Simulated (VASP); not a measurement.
Band structure of Li (bcc). Computed with vdW-DF2, VASP's PBE PAW potentials (set 64) (plane waves; VASP).

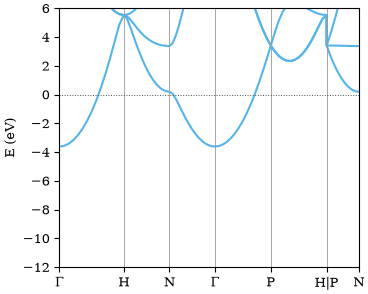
Bands along high-symmetry lines, zero at the valence-band maximum or, without a gap, the Fermi level

Read the plot: is there a gap, and where are the band edges?

It has no gap at this level: it comes out as a metal or semimetal. (Edges off the drawn lines would not show.)

The compound is Li in the bcc structure. It was relaxed first, which changed the volume by -9 %.
